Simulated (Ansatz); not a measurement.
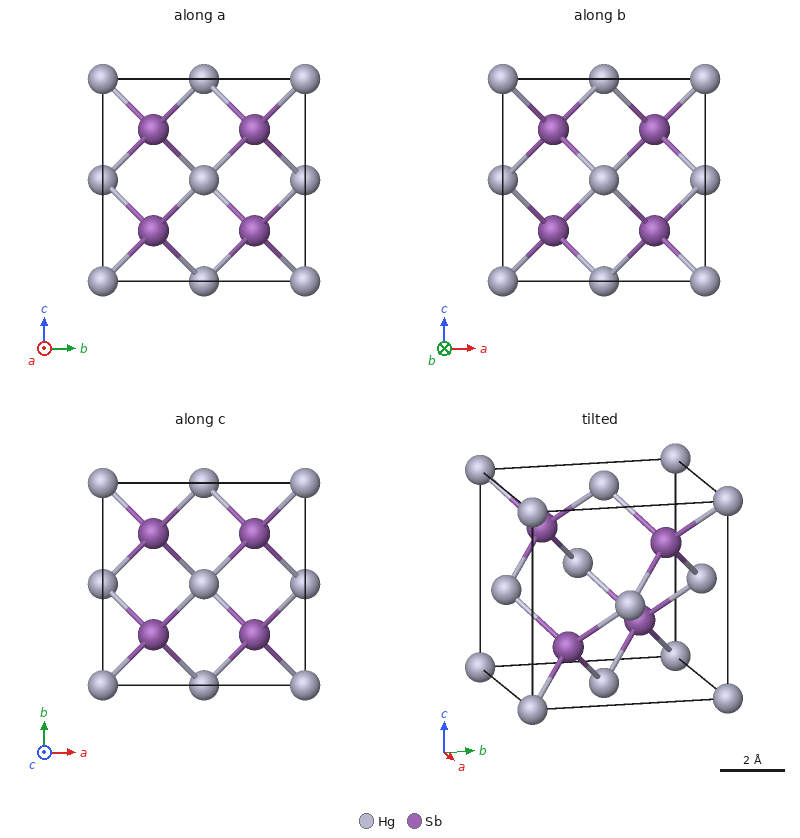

Figure: ball-and-stick view along the a axis, along the b axis, along the c axis and slightly off an axis. Atoms at the boundary of the conventional unit cell (the box) are drawn once for each face, edge or corner they touch.

Lattice parameters: a = 6.403 Å, b = 6.403 Å, c = 6.403 Å, α = 90.00°, β = 90.00°, γ = 90.00°. Put a along x and b in the xy plane.

Question: Give the atomic positions as a POSCAR file.

Answer:
```
Hg Sb
1.0
     6.403    0.000    0.000
     0.000    6.403    0.000
     0.000    0.000    6.403
Hg Sb
4 4
Direct
  0.0000 0.0000 0.0000
  0.0000 0.5000 0.5000
  0.5000 0.0000 0.5000
  0.5000 0.5000 0.0000
  0.2500 0.2500 0.7500
  0.2500 0.7500 0.2500
  0.7500 0.2500 0.2500
  0.7500 0.7500 0.7500
```

The model was built from a structure type filled with these elements by a generator (whether the compound takes this form wasn't checked). The cell was then strained or its atoms displaced on purpose. Ansatz was used for an electronic-structure calculation on it.
